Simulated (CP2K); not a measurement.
# CH3NOSi (SMILES O[SiH]1C=N1): PM6

What is the vertical electron affinity of CH3NOSi at PM6? 

The calculation is run with CP2K 2026.2.

2 further runs of the same task are left out: 1 that didn't finish, 1 set aside as unsound or not needed.

**1. The structure to begin with**

CH3NOSi has 7 atoms, charge 0, and is taken as a singlet. SMILES: `O[SiH]1C=N1`. The shape is that of a GFN2-xTB optimisation. This is one conformer, not always the lowest.

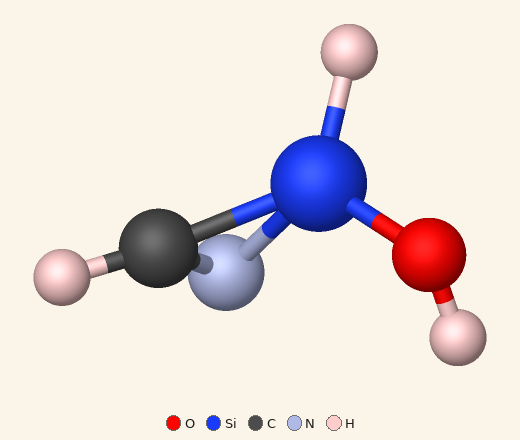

The structure, seen from a chosen angle (oxygen red, silicon blue, carbon dark grey, nitrogen light blue, hydrogen pink).

**2. Energy and gradient at PM6**

gas.inp

```
&GLOBAL
  PROJECT gas
  RUN_TYPE ENERGY_FORCE
  PRINT_LEVEL MEDIUM
&END GLOBAL

&FORCE_EVAL
  METHOD QUICKSTEP
  &DFT
    &QS
      METHOD PM6
      EPS_DEFAULT 1.0E-10
      &SE
        &COULOMB
          CUTOFF [angstrom] 50
          RC_RANGE [angstrom] 0
        &END COULOMB
        &EXCHANGE
          CUTOFF [angstrom] 50
          RC_RANGE [angstrom] 0
        &END EXCHANGE
      &END SE
    &END QS
    &POISSON
      PERIODIC NONE
      POISSON_SOLVER ANALYTIC
    &END POISSON
    &SCF
      SCF_GUESS ATOMIC
      EPS_SCF 1.0E-07
      MAX_SCF 50
      &OT
        MINIMIZER DIIS
        PRECONDITIONER FULL_SINGLE_INVERSE
      &END OT
      &OUTER_SCF
        EPS_SCF 1.0E-07
        MAX_SCF 10
      &END OUTER_SCF
    &END SCF
    # extra output
    &PRINT
      &MOMENTS
        PERIODIC F
        REFERENCE COM
        MAX_MOMENT 1
      &END MOMENTS
      &MO_CUBES
        NLUMO 1
        NHOMO -1
        WRITE_CUBE F
      &END MO_CUBES
      &HIRSHFELD OFF
      &END HIRSHFELD
    &END PRINT
  &END DFT
  # atoms, cell and kinds
  &SUBSYS
    # box in angstrom
    &CELL
      ABC 11.1 11.6 10.5
      PERIODIC NONE
    &END CELL
    &COORD
      O     -0.795380     1.050730    -1.142160
      Si    -0.012640     0.585910     0.201110
      C      0.837940    -1.025610     0.305630
      N     -0.320500    -1.044530     0.879160
      H     -1.549940     0.562650    -1.464900
      H      0.309560     1.714790     1.018020
      H      1.530960    -1.843960     0.203130
    &END COORD
    &TOPOLOGY
      &CENTER_COORDINATES
      &END CENTER_COORDINATES
    &END TOPOLOGY
  &END SUBSYS
  # extra output
  &PRINT
    &FORCES ON
    &END FORCES
  &END PRINT
&END FORCE_EVAL
```

Command:

```sh
$ OMP_NUM_THREADS=1 cp2k.psmp gas.inp > gas.out
```

Standard output:

```text
CP2K| version string:                                       CP2K version 2026.2
[...]
 GLOBAL| Method name                                                        CP2K
[...]
 GLOBAL| Run type                                                   ENERGY_FORCE
[...]
                             - Atoms:                                          7
[...]
                             - Spherical basis functions:                     24
[...]
 Number of electrons:                                                         22
[...]
     1 OT DIIS     0.80E-01    0.0     0.37171053       -21.4388417657 -2.14E+01
[...]
    16 OT DIIS     0.80E-01    0.0     0.00000010       -25.9537985584 -1.59E-12
  *** SCF run converged in    16 steps ***
  Core-core repulsion energy [eV]:                           1115.18365151069293
  Core Hamiltonian energy [eV]:                             -1163.31994264510240
  Two-electron integral energy [eV]:                        -1316.20496795040299
  Electronic energy [eV]:                                   -1821.42242662030390
  Total energy [eV]:                                         -706.23877510961086
  Atomic reference energy [eV]:                               705.82104508324437
  Heat of formation [kcal/mol]:                                -9.63308401707163
[...]
 SE_DIPOLE| Moment [Debye]         -0.07363377      -1.39956450       1.70770398
 SE_DIPOLE| Derivative [a.u.]       0.00000000       0.00000000       0.00000000
 *** WARNING in qs_scf_post_se.F:140 :: Printing of MO cube files not ***
 *** implemented for Semi-Empirical method.                           ***
 ENERGY| Total FORCE_EVAL ( QS ) energy [hartree]            -25.953798558446536
 FORCES| Atomic forces [hartree/bohr]
 FORCES|   Atom     x               y               z               |f|
 FORCES|      1 -1.16234459E-02 -8.29106749E-03  6.41250456E-03   1.56514060E-02
 FORCES|      2  1.86650150E-02 -2.30562485E-02  1.46063184E-02   3.30653582E-02
 FORCES|      3  3.70754446E-02  1.02303359E-02 -2.15135643E-02   4.40690573E-02
 FORCES|      4 -4.66746401E-02  1.35662710E-02  1.90760156E-02   5.22155160E-02
 FORCES|      5 -1.84032324E-03  8.34837076E-03 -1.45676972E-02   1.68908225E-02
 FORCES|      6 -7.68797678E-04 -5.07920242E-04 -2.68588698E-03   2.83954604E-03
 FORCES|      7  5.16674730E-03 -2.89741489E-04 -1.32769004E-03   5.34247028E-03
 FORCES| Sum     2.77555756E-17 -5.75928194E-16 -1.38777878E-16
 FORCES| Total atomic force                                       5.93062354E-16
[...]
```

Wall time 1.1 s (1 thread of Arm Neoverse N1, shared host); peak memory 0.14 GiB.

**3. The doublet anion**

qs.inp

```
&GLOBAL
    PROJECT qs
    RUN_TYPE ENERGY_FORCE
    PRINT_LEVEL MEDIUM
&END GLOBAL

&FORCE_EVAL
    METHOD Quickstep
    &DFT
        CHARGE -1
        MULTIPLICITY 2
        UKS T
        &QS
            METHOD PM6
            EPS_DEFAULT 1.0E-10
            &SE
                &COULOMB
                    CUTOFF [angstrom] 50
                    RC_RANGE [angstrom] 0
                &END COULOMB
                &EXCHANGE
                    CUTOFF [angstrom] 50
                    RC_RANGE [angstrom] 0
                &END EXCHANGE
            &END SE
        &END QS
        &POISSON
            PERIODIC NONE
            POISSON_SOLVER ANALYTIC
        &END POISSON
        &SCF
            SCF_GUESS ATOMIC
            EPS_SCF 1.0E-07
            MAX_SCF 100
            ADDED_MOS 4
            &DIAGONALIZATION
                ALGORITHM STANDARD
            &END DIAGONALIZATION
            &MIXING
                METHOD DIRECT_P_MIXING
                ALPHA 0.4
            &END MIXING
        &END SCF
        &PRINT
            &MOMENTS
                PERIODIC F
                REFERENCE COM
                MAX_MOMENT 1
            &END MOMENTS
            &MO ON
                ENERGIES T
                OCCUPATION_NUMBERS T
                NDIGITS 6
                &EACH
                    QS_SCF 0
                &END EACH
                ADD_LAST NUMERIC
            &END MO
            &HIRSHFELD OFF
            &END HIRSHFELD
        &END PRINT
    &END DFT
    &SUBSYS
        &CELL
            ABC [angstrom] 11.1 11.6 10.5
            PERIODIC NONE
        &END CELL
        &COORD
            O     -0.795380     1.050730    -1.142160
            Si    -0.012640     0.585910     0.201110
            C      0.837940    -1.025610     0.305630
            N     -0.320500    -1.044530     0.879160
            H     -1.549940     0.562650    -1.464900
            H      0.309560     1.714790     1.018020
            H      1.530960    -1.843960     0.203130
        &END COORD
        &TOPOLOGY
            &CENTER_COORDINATES
            &END CENTER_COORDINATES
        &END TOPOLOGY
    &END SUBSYS
    &PRINT
        &FORCES ON
        &END FORCES
    &END PRINT
&END FORCE_EVAL
```

Command:

```sh
$ OMP_NUM_THREADS=1 cp2k.psmp -i qs.inp -o qs.out
```

Standard output:

```text
CP2K| version string:                                       CP2K version 2026.2
[...]
 GLOBAL| Method name                                                        CP2K
[...]
 GLOBAL| Run type                                                   ENERGY_FORCE
[...]
                             - Atoms:                                          7
[...]
                             - Spherical basis functions:                     24
[...]
 Number of electrons:                                                         12
[...]
     1 P_Mix/Diag. 0.40E+00    0.0     0.41992335       -20.7634661801 -2.08E+01
[...]
    40 DIIS/Diag.  0.64E-07    0.0     0.00000010       -25.9815991619 -2.31E-13
  *** SCF run converged in    40 steps ***
  Core-core repulsion energy [eV]:                           1115.18365151069293
  Core Hamiltonian energy [eV]:                             -1185.51174062082305
  Two-electron integral energy [eV]:                        -1273.33435778271269
  Electronic energy [eV]:                                   -1822.17891951217939
  Total energy [eV]:                                         -706.99526800148647
  Atomic reference energy [eV]:                               705.82104508324437
  Heat of formation [kcal/mol]:                               -27.07822591683698
[...]
 SE_DIPOLE| Moment [Debye]          0.57152603       0.24412636       2.08962162
 SE_DIPOLE| Derivative [a.u.]       0.00000000       0.00000000       0.00000000
 ENERGY| Total FORCE_EVAL ( QS ) energy [hartree]            -25.981599161894447
 FORCES| Atomic forces [hartree/bohr]
 FORCES|   Atom     x               y               z               |f|
 FORCES|      1 -1.05289201E-02 -6.86515557E-03  6.10357411E-03   1.39729073E-02
 FORCES|      2  2.81272615E-03  1.28211338E-02 -1.21324376E-02   1.78742536E-02
 FORCES|      3  3.34673726E-02 -6.73735205E-03 -8.47680055E-03   3.51754615E-02
 FORCES|      4 -3.29924625E-02 -7.50105731E-03  1.94710745E-02   3.90370488E-02
 FORCES|      5  1.85695022E-03  7.25069876E-03 -8.15000268E-03   1.10654164E-02
 FORCES|      6  2.96077181E-03  1.91304095E-05  3.98082306E-03   4.96119824E-03
 FORCES|      7  2.42356181E-03  1.01260191E-03 -7.96230854E-04   2.74463077E-03
 FORCES| Sum    -5.55111512E-16 -2.63677968E-16  1.45716772E-16
 FORCES| Total atomic force                                       6.31591830E-16
[...]
```

It took 0.57 s on 1 thread of Arm Neoverse N1, shared host; peak memory 0.14 GiB.

**4. Summary of results**

Level: PM6.

```
                                                  quantity           value
                             singlet CH3NOSi: total energy    -25.95380 Eh
                            singlet CH3NOSi: dipole moment          2.21 D
singlet CH3NOSi: heat of formation at this unrelaxed shape   -9.6 kcal/mol
                 singlet CH3NOSi: largest force on an atom      2.685 eV/Å
                               doublet anion: total energy    -25.98160 Eh
         doublet anion: HOMO energy (highest over α and β)        -0.83 eV
          doublet anion: LUMO energy (lowest over α and β)         5.08 eV
  doublet anion: heat of formation at this unrelaxed shape  -27.1 kcal/mol
                   doublet anion: largest force on an atom      2.007 eV/Å
         vertical electron affinity (to the doublet anion)        0.756 eV
```

In words: At fixed nuclei the extra electron is bound by 0.76 eV (73.0 kJ/mol). The largest force (singlet CH3NOSi) is 2.69 eV/Å: the shape isn't a stationary point for this species at this level. A minimal valence basis can't be trusted even for the sign of an electron affinity.
